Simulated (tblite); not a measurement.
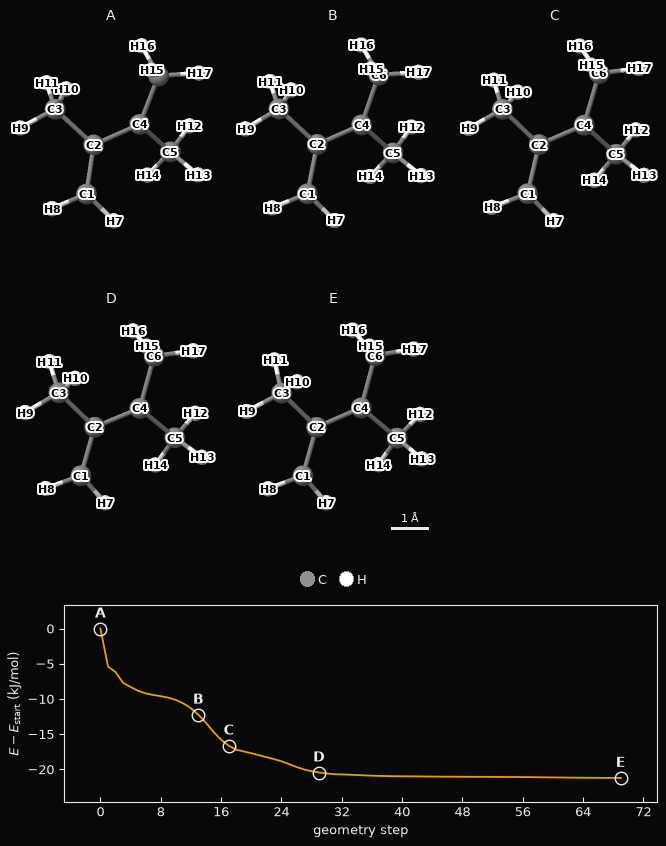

Frames of a relaxation of C6H11 (multiplicity 2), marked on the history of the run. The picture is a ball-and-stick view, seen at a tilt.

Level of theory: GFN2-xTB geometry optimisation, gas phase in tblite. 

**Describe the path.**

H7 moves most after the best rigid fit: 0.53 Å. By element the largest moves are H 0.53 Å, C 0.33 Å. Among the contacts that change: C2–C4 1.460 → 1.397 Å, C1–C2 1.345 → 1.370 Å, C2–C3 1.489 → 1.507 Å, C1–H8 1.087 → 1.075 Å. Bond angles that change, for instance: C1–C2–C3 121.4° → 118.0°, H12–C5–H14 106.0° → 108.5°, C1–C2–C4 121.4° → 123.6°. Groups turn about C2–C4 by about 25°. After 69 geometry steps the energy has fallen by 21.2 kJ/mol. The run took 0.34 s on 1 thread of Arm Neoverse V1, with other jobs on the host. From step 0 to 13: H8 moves most (0.15 Å), energy −12.2 kJ/mol. From step 13 to 17: H8 moves most (0.21 Å), energy −4.39 kJ/mol. From step 17 to 29: H7 moves most (0.20 Å), energy −3.82 kJ/mol. From step 29 to 69: H11 moves most (0.12 Å), energy −0.77 kJ/mol.
